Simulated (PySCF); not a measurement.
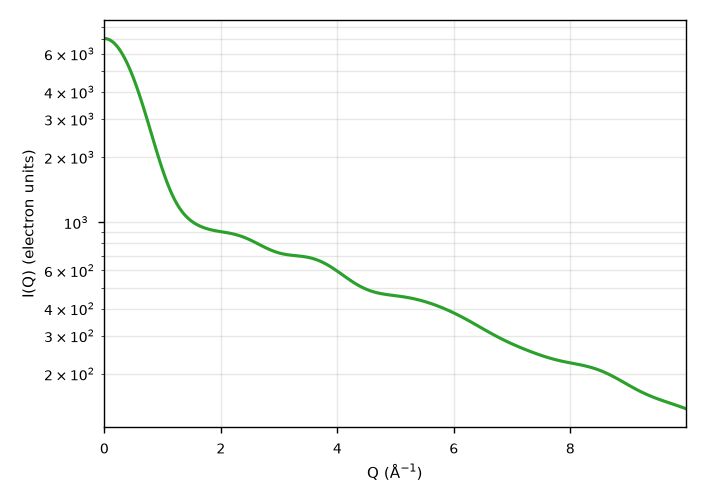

Elastic X-ray scattering of a randomly oriented, rigid molecule, calculated with the Debye equation from neutral-atom form factors (independent atoms, no Compton part, no vibration). The geometry is the end point of an optimisation (PBE0-D3(BJ)/def2-SVP geometry optimisation, gas phase (PySCF 2.14.0, density-fitted response routines)); it may be a saddle point or a higher isomer. It contains C, O, Si, As, H.

> How many electrons does the independent-atom model of the molecule hold?

I(0) is the square of the electron number: I(0) = 7050, so about 84 electrons, the count of C3H11AsOSi.

> What radius of gyration does the initial fall-off give?

From I(Q) ≈ I(0) exp(−Q²R²/3) at small Q, R ≈ 2.29 Å. It is larger than the electron-weighted radius of the nuclear positions alone (2.17 Å), because each atom's electron cloud adds to it.
